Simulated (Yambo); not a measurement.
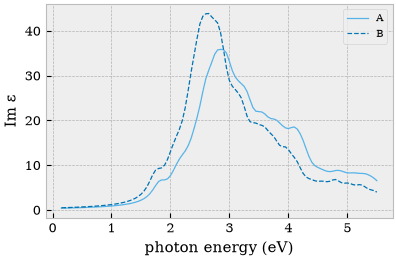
Two computed absorption spectra of SnS (space group Cmcm, No. 63) (Yambo, PBEsol bands with the same scissor, field along x)

Axes are Cartesian, with cell vectors (Å) (2.05, -5.90, 0.00), (2.05, 5.90, 0.00), (0.00, 0.00, 4.09).

Which curve includes the electron-hole attraction (BSE)?

Curve B: the attraction moves weight to lower energy (centre of the plotted range 3.1 eV against 3.3 eV). Settings: 6×6×6 mesh, 6 valence and 6 conduction bands, static screening with 56 bands and a 4 Ry block, scissor 0.50 eV, Tamm-Dancoff. The scissor comes from a G0W0 run whose convergence isn't established. Broadening 0.15 eV. The band window holds all transitions up to 5.5 eV. On this mesh the peak heights and the fine structure are mesh artefacts; only the shift of weight is robust.

The standard potential for Sn keeps a d shell in the valence without the s and p states of that shell. In tests on such compounds this moved G0W0 gaps by up to about 0.9 eV, so absolute quasiparticle energies here are unreliable; differences between settings are what counts.

Spin-orbit coupling is not included.

Geometry of the Materials Project entry, not relaxed at this level; primitive cell a = 6.243 Å, b = 6.243 Å, c = 4.090 Å, α = 90.00°, β = 90.00°, γ = 141.75°.

This is not the ordinary phase of the substance.
